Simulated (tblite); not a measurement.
Geometry relaxation, with input and output: C$_{7}$H$_{12}$AlFS (part 3 of 3)

The same run, continued: C$_{7}$H$_{12}$AlFS; GFN2-xTB geometry optimisation, gas phase (tblite 0.8.0). It belongs to a series of runs on one base structure; here: H on C replaced by ethynyl.

Geometry of the input (Å):
```
C  4.6800  0.9797  0.0741
C  3.7012  0.4550  -0.4582
C  2.5552  -0.1725  -1.0856
S  1.0910  0.5133  -0.3213
C  1.1588  0.1077  1.4304
Al -0.7834  -0.3698  -1.1540
C  -2.2872  0.4464  -0.1392
C  -3.6038  -0.2193  -0.3420
C  -2.9001  -0.3517  0.9981
F  -3.4239  0.3891  2.0402
H  5.5024  1.4609  0.5271
H  2.5857  0.1440  -2.1700
H  2.5883  -1.2742  -1.0250
H  1.6503  0.9119  1.9897
H  1.7466  -0.8049  1.5611
H  0.1165  -0.1123  1.7560
H  -0.7685  -1.9389  -0.8726
H  -0.8472  -0.0732  -2.7003
H  -2.2274  1.5331  0.0209
H  -3.6234  -1.1510  -0.9275
H  -4.4765  0.4824  -0.3825
H  -2.4449  -1.3368  1.1798
```

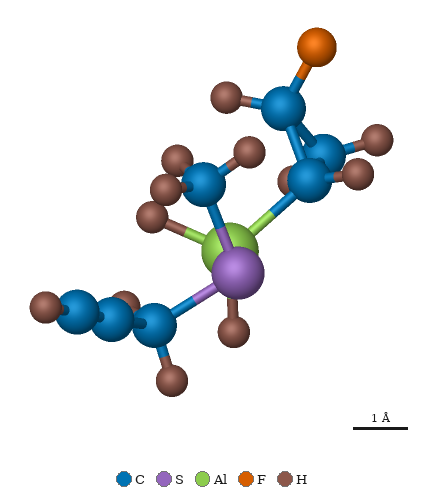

*The geometry at step 162 of the log (ball-and-stick view, seen at a tilt).*

Trajectory as extended XYZ, continued
```
22
Properties=species:S:1:pos:R:3:forces:R:3 step=126 energy=-817.93099
C     4.5939    0.3708    0.1519   -0.0080   0.0110   0.0120
C     3.5760    0.2839   -0.4735   -0.0090  -0.0130   0.0050
C     2.3187    0.2009   -1.1616    0.0080  -0.0100  -0.0120
S     1.0218    1.1925   -0.3173   -0.0170   0.0050  -0.0180
C     1.1080    0.5202    1.3636   -0.0110   0.0110  -0.0570
Al   -0.6425   -0.4622   -1.0867    0.0120   0.0060   0.0080
C    -2.2493    0.3130   -0.1883   -0.0060  -0.0080   0.0130
C    -3.5983   -0.3758   -0.3674    0.0130   0.0000  -0.0070
C    -2.8223   -0.5961    0.8740   -0.0040  -0.0170   0.0040
F    -3.2843   -0.0408    2.0384   -0.0140   0.0070  -0.0250
H     5.5028    0.4468    0.6699    0.0110  -0.0160  -0.0110
H     2.3973    0.6298   -2.1622   -0.0120   0.0160   0.0070
H     1.9664   -0.8361   -1.2405    0.0050  -0.0080   0.0330
H     2.1477    0.5256    1.6760    0.0070   0.0090   0.0290
H     0.6992   -0.4898    1.3836   -0.0100  -0.0070   0.0180
H     0.5171    1.1778    1.9935    0.0110  -0.0100  -0.0010
H    -0.0324   -1.7282   -0.3683    0.0100   0.0110  -0.0180
H    -0.2864   -0.3341   -2.5989   -0.0320   0.0050   0.0200
H    -2.3838    1.3636    0.0873    0.0100   0.0050  -0.0130
H    -3.6793   -1.2008   -1.0636    0.0080   0.0050   0.0030
H    -4.4929    0.2265   -0.2993    0.0090   0.0040   0.0150
H    -2.3880   -1.5688    1.0885    0.0210  -0.0050  -0.0060
22
Properties=species:S:1:pos:R:3:forces:R:3 step=135 energy=-817.93415
C     4.5802    0.3338    0.1702    0.0130  -0.0180  -0.0100
C     3.5707    0.2556   -0.4698    0.0090   0.0030   0.0040
C     2.3203    0.1942   -1.1711   -0.0040   0.0010   0.0010
S     1.0373    1.2196   -0.3453   -0.0040  -0.0070  -0.0080
C     1.0879    0.5545    1.3394   -0.0120   0.0230  -0.0250
Al   -0.6425   -0.4261   -1.0769    0.0110  -0.0010   0.0020
C    -2.2305    0.3245   -0.1364   -0.0040  -0.0040   0.0060
C    -3.5508   -0.4024   -0.3723   -0.0130  -0.0090   0.0130
C    -2.8140   -0.6118    0.8943   -0.0090  -0.0020   0.0010
F    -3.3407   -0.0769    2.0407    0.0070  -0.0110  -0.0040
H     5.4912    0.3846    0.6870    0.0090   0.0000   0.0120
H     2.4181    0.6185   -2.1716   -0.0120  -0.0050  -0.0050
H     1.9493   -0.8365   -1.2429    0.0030   0.0060   0.0060
H     2.1279    0.4720    1.6418   -0.0060  -0.0140   0.0030
H     0.5848   -0.4132    1.3797    0.0270   0.0130   0.0110
H     0.5715    1.2711    1.9695   -0.0170   0.0010   0.0180
H    -0.0153   -1.7024   -0.3969    0.0100  -0.0110  -0.0020
H    -0.3503   -0.2804   -2.5983   -0.0080   0.0020  -0.0030
H    -2.3991    1.3689    0.1416   -0.0110  -0.0030  -0.0040
H    -3.5810   -1.2248   -1.0758    0.0090   0.0140  -0.0150
H    -4.4663    0.1690   -0.3273   -0.0090   0.0070   0.0030
H    -2.3591   -1.5731    1.1193    0.0090   0.0160  -0.0030
22
Properties=species:S:1:pos:R:3:forces:R:3 step=144 energy=-817.93493
C     4.5862    0.3265    0.1653    0.0050   0.0000   0.0050
C     3.5722    0.2594   -0.4686   -0.0020   0.0010  -0.0050
C     2.3198    0.1961   -1.1672   -0.0010  -0.0040   0.0000
S     1.0342    1.2224   -0.3467    0.0060  -0.0080  -0.0020
C     1.0845    0.5601    1.3387   -0.0010  -0.0030  -0.0060
Al   -0.6423   -0.4285   -1.0758    0.0050   0.0010   0.0070
C    -2.2306    0.3242   -0.1354    0.0040   0.0040   0.0030
C    -3.5508   -0.4020   -0.3726   -0.0060  -0.0030   0.0110
C    -2.8138   -0.6134    0.8938    0.0010   0.0000  -0.0050
F    -3.3397   -0.0807    2.0416    0.0000  -0.0130  -0.0110
H     5.4958    0.3783    0.6850    0.0070  -0.0060  -0.0010
H     2.4129    0.6134   -2.1711    0.0010   0.0010  -0.0020
H     1.9507   -0.8356   -1.2320   -0.0030  -0.0020   0.0020
H     2.1240    0.4805    1.6433    0.0050   0.0130   0.0070
H     0.5915   -0.4124    1.3793   -0.0010   0.0000  -0.0010
H     0.5608    1.2701    1.9705   -0.0050   0.0060   0.0020
H    -0.0069   -1.7068   -0.4031   -0.0050   0.0070   0.0030
H    -0.3598   -0.2803   -2.5977    0.0000   0.0020  -0.0110
H    -2.3994    1.3685    0.1418   -0.0040   0.0020   0.0030
H    -3.5793   -1.2184   -1.0831    0.0000  -0.0030   0.0050
H    -4.4665    0.1694   -0.3250   -0.0020   0.0020   0.0010
H    -2.3538   -1.5723    1.1183   -0.0030   0.0030  -0.0060
22
Properties=species:S:1:pos:R:3:forces:R:3 step=153 energy=-817.93574
C     4.5926    0.3127    0.1634    0.0090  -0.0030  -0.0030
C     3.5805    0.2541   -0.4744   -0.0100  -0.0130   0.0090
C     2.3241    0.1872   -1.1660    0.0020  -0.0030   0.0070
S     1.0457    1.2274   -0.3524   -0.0180   0.0080  -0.0010
C     1.0834    0.5773    1.3381    0.0010  -0.0020  -0.0050
Al   -0.6442   -0.4131   -1.0753   -0.0110  -0.0040   0.0110
C    -2.2347    0.3290   -0.1289    0.0060   0.0070   0.0090
C    -3.5507   -0.4034   -0.3739    0.0040   0.0000   0.0100
C    -2.8132   -0.6216    0.8906    0.0130  -0.0090   0.0030
F    -3.3410   -0.1082    2.0459   -0.0030   0.0030  -0.0160
H     5.5038    0.3556    0.6817   -0.0030   0.0050  -0.0070
H     2.4102    0.5902   -2.1767    0.0090  -0.0060   0.0130
H     1.9516   -0.8445   -1.2115    0.0000   0.0050  -0.0110
H     2.1193    0.5160    1.6586    0.0030   0.0090   0.0040
H     0.6037   -0.4017    1.3794    0.0020  -0.0040  -0.0050
H     0.5391    1.2835    1.9573    0.0040   0.0040  -0.0050
H    -0.0103   -1.6953   -0.4078   -0.0040   0.0080   0.0050
H    -0.3705   -0.2610   -2.5985    0.0040   0.0010  -0.0080
H    -2.4111    1.3688    0.1594   -0.0040   0.0070  -0.0070
H    -3.5728   -1.2174   -1.0873   -0.0030   0.0110  -0.0090
H    -4.4691    0.1631   -0.3242   -0.0060  -0.0030   0.0010
H    -2.3468   -1.5797    1.1018    0.0050  -0.0190   0.0040
22
Properties=species:S:1:pos:R:3:forces:R:3 step=162 energy=-817.93684
C     4.6032    0.2866    0.1570   -0.0150  -0.0060  -0.0050
C     3.5810    0.2327   -0.4653    0.0150   0.0000   0.0070
C     2.3251    0.1748   -1.1589    0.0130  -0.0130  -0.0050
S     1.0526    1.2349   -0.3642   -0.0080   0.0190   0.0070
C     1.0788    0.6063    1.3344    0.0100   0.0020   0.0030
Al   -0.6515   -0.3924   -1.0742   -0.0030  -0.0120   0.0180
C    -2.2394    0.3385   -0.1153    0.0050   0.0000  -0.0010
C    -3.5452   -0.4068   -0.3756    0.0030   0.0110  -0.0050
C    -2.8065   -0.6394    0.8852    0.0060   0.0020   0.0030
F    -3.3452   -0.1515    2.0464   -0.0080   0.0030  -0.0010
H     5.5190    0.3224    0.6675   -0.0070   0.0050  -0.0020
H     2.4221    0.5668   -2.1729    0.0040   0.0010   0.0070
H     1.9435   -0.8536   -1.1991   -0.0090   0.0020  -0.0020
H     2.1105    0.5701    1.6729   -0.0020   0.0000  -0.0100
H     0.6180   -0.3818    1.3802    0.0000   0.0120   0.0020
H     0.5130    1.3117    1.9352   -0.0040  -0.0140  -0.0020
H    -0.0211   -1.6766   -0.4067   -0.0030   0.0030   0.0010
H    -0.3795   -0.2402   -2.5986   -0.0050  -0.0030  -0.0010
H    -2.4284    1.3716    0.1894    0.0000  -0.0130   0.0030
H    -3.5564   -1.2030   -1.1090    0.0030  -0.0080   0.0020
H    -4.4721    0.1442   -0.3137   -0.0120   0.0110  -0.0010
H    -2.3319   -1.5965    1.0844    0.0170  -0.0020  -0.0160
22
Properties=species:S:1:pos:R:3:forces:R:3 step=171 energy=-817.93727
C     4.6034    0.2726    0.1572   -0.0060   0.0000  -0.0010
C     3.5792    0.2199   -0.4618    0.0000   0.0120   0.0040
C     2.3234    0.1712   -1.1567    0.0120  -0.0070  -0.0050
S     1.0552    1.2425   -0.3676    0.0000   0.0020  -0.0080
C     1.0802    0.6208    1.3328    0.0090  -0.0060   0.0080
Al   -0.6525   -0.3873   -1.0683   -0.0090  -0.0030   0.0090
C    -2.2420    0.3421   -0.1127    0.0060   0.0030   0.0010
C    -3.5446   -0.4070   -0.3782    0.0040   0.0050  -0.0010
C    -2.8032   -0.6469    0.8798    0.0060   0.0030   0.0000
F    -3.3432   -0.1723    2.0457   -0.0010  -0.0080   0.0020
H     5.5212    0.3095    0.6644   -0.0140  -0.0040  -0.0020
H     2.4280    0.5616   -2.1704   -0.0030   0.0040   0.0010
H     1.9327   -0.8537   -1.1984   -0.0040   0.0000   0.0030
H     2.1119    0.5921    1.6719   -0.0020   0.0010   0.0040
H     0.6257   -0.3699    1.3816    0.0000  -0.0020  -0.0030
H     0.5071    1.3221    1.9312    0.0040   0.0020  -0.0030
H    -0.0253   -1.6714   -0.3985    0.0020   0.0020   0.0020
H    -0.3857   -0.2365   -2.5933    0.0010  -0.0080  -0.0050
H    -2.4345    1.3712    0.2014   -0.0050  -0.0040  -0.0010
H    -3.5529   -1.1991   -1.1162    0.0030   0.0030  -0.0040
H    -4.4741    0.1397   -0.3115   -0.0010   0.0020   0.0010
H    -2.3204   -1.6028    1.0666   -0.0020   0.0020   0.0000
22
Properties=species:S:1:pos:R:3:forces:R:3 step=180 energy=-817.93784
C     4.5884    0.2423    0.1661    0.0030   0.0020   0.0010
C     3.5692    0.2029   -0.4619    0.0010  -0.0010   0.0030
C     2.3178    0.1696   -1.1650    0.0160  -0.0020  -0.0030
S     1.0603    1.2554   -0.3791   -0.0100   0.0020  -0.0070
C     1.0858    0.6490    1.3272    0.0040  -0.0010   0.0010
Al   -0.6565   -0.3758   -1.0524    0.0040  -0.0020   0.0050
C    -2.2435    0.3563   -0.0953    0.0010   0.0000  -0.0040
C    -3.5314   -0.4093   -0.3842   -0.0010  -0.0020   0.0010
C    -2.7943   -0.6609    0.8739    0.0030  -0.0050   0.0000
F    -3.3505   -0.2252    2.0469   -0.0020   0.0060  -0.0040
H     5.5029    0.2687    0.6797   -0.0100  -0.0040   0.0010
H     2.4350    0.5631   -2.1760   -0.0130   0.0000  -0.0040
H     1.9145   -0.8504   -1.2124    0.0030   0.0080   0.0030
H     2.1184    0.6067    1.6620   -0.0020  -0.0050  -0.0040
H     0.6134   -0.3327    1.3877    0.0070  -0.0020   0.0030
H     0.5288    1.3668    1.9210   -0.0040   0.0030   0.0010
H    -0.0255   -1.6586   -0.3814   -0.0070   0.0100   0.0120
H    -0.4001   -0.2470   -2.5809   -0.0050   0.0020  -0.0070
H    -2.4572    1.3764    0.2315    0.0140   0.0030   0.0090
H    -3.5209   -1.1873   -1.1371   -0.0020  -0.0020  -0.0070
H    -4.4705    0.1200   -0.3128   -0.0020   0.0000  -0.0030
H    -2.2944   -1.6116    1.0415    0.0000  -0.0100   0.0040
22
Properties=species:S:1:pos:R:3:forces:R:3 step=189 energy=-817.93829
C     4.5756    0.2207    0.1704    0.0010  -0.0020   0.0030
C     3.5605    0.1951   -0.4649   -0.0010   0.0010  -0.0010
C     2.3110    0.1739   -1.1714    0.0040   0.0000   0.0020
S     1.0584    1.2664   -0.3858    0.0020   0.0000  -0.0040
C     1.0889    0.6700    1.3242    0.0030  -0.0020   0.0020
Al   -0.6561   -0.3710   -1.0418    0.0070  -0.0070   0.0010
C    -2.2406    0.3612   -0.0856   -0.0010   0.0000  -0.0010
C    -3.5214   -0.4098   -0.3903   -0.0020   0.0010  -0.0010
C    -2.7866   -0.6743    0.8665   -0.0050  -0.0030   0.0000
F    -3.3505   -0.2585    2.0428   -0.0050   0.0020   0.0020
H     5.4860    0.2323    0.6916   -0.0050   0.0020  -0.0030
H     2.4298    0.5677   -2.1822    0.0000   0.0000   0.0020
H     1.9007   -0.8432   -1.2195    0.0010   0.0010  -0.0020
H     2.1230    0.6203    1.6529    0.0030   0.0040  -0.0030
H     0.6104   -0.3081    1.3944   -0.0010  -0.0010  -0.0010
H     0.5412    1.3958    1.9171   -0.0010   0.0010  -0.0020
H    -0.0263   -1.6458   -0.3552    0.0040   0.0010  -0.0010
H    -0.4090   -0.2593   -2.5738   -0.0010   0.0010   0.0020
H    -2.4584    1.3748    0.2572    0.0000   0.0040   0.0040
H    -3.5011   -1.1758   -1.1556    0.0000   0.0000  -0.0010
H    -4.4656    0.1098   -0.3151    0.0000   0.0020   0.0010
H    -2.2803   -1.6237    1.0231   -0.0050  -0.0060   0.0010
```

Results in brief

```json
{"quantity": "outcome", "value": "converged"}
{"quantity": "total energy", "value": "−817.9383 eV"}
{"quantity": "hardware", "value": "1 CPU thread, shared host"}
{"quantity": "wall time", "value": "1.9 s"}
{"quantity": "peak memory", "value": "0.18 GiB"}
```
